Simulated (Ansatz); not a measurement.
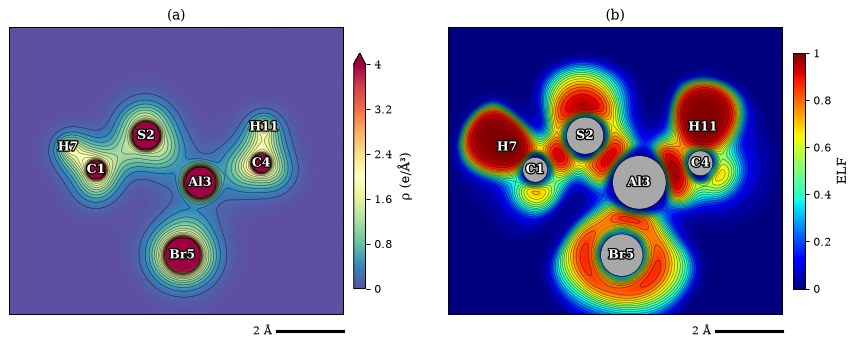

C$_{2}$H$_{6}$AlBrS. (a) electron density; (b) ELF on the plane of atoms C1, S2 and Al3. Grey discs cover the atomic cores in the ELF map.

All numbers below come from RKS BHLYP-D4/def2-SVP in Ansatz 0.2.0.

```xyz
11

C    -1.0578    0.9576    1.0224
S    -1.9679    1.9852   -0.1852
Al   -3.5388    0.7007   -0.9395
C    -4.8132    1.3120   -2.2586
Br   -3.6226   -1.4115   -0.1294
H    -0.7222    0.0221    0.5766
H    -0.1895    1.5382    1.3340
H    -1.6745    0.7413    1.8943
H    -5.8370    1.2178   -1.8803
H    -4.7510    0.7017   -3.1663
H    -4.6466    2.3564   -2.5377
```

**Describe what can be read from this map.**

- Atoms in the plane: C, S, Al, Br and H.
- C–S (1.83 Å): ρ at the midpoint is about 1.2 e/Å³; the ELF peaks at about 0.95 between the atoms (a shared electron pair).
- C–Al (1.93 Å): ρ is about 0.76 e/Å³ halfway; the ELF peaks at about 0.95 between the atoms (a polar covalent bond).
- Al–S (2.16 Å): ρ at the midpoint is about 0.71 e/Å³; the ELF peaks at about 0.95 in the valence shell of S, 1.0 Å from its nucleus, and is about 0.90 at the midpoint.
- Al–Br (2.26 Å): the density is about 0.65 e/Å³ at the midpoint; the ELF peaks at about 0.85 in the valence shell of Br, 1.1 Å from its nucleus, and is about 0.85 at the midpoint.
- C–H (1.09 Å): the density is about 2 e/Å³ at the midpoint; the ELF climbs to about 1 towards the hydrogen, as it does in any bond to H: an ordinary covalent bond to hydrogen.
- The ELF also peaks beside Br5 and S2, away from the bonds: lone-pair regions.
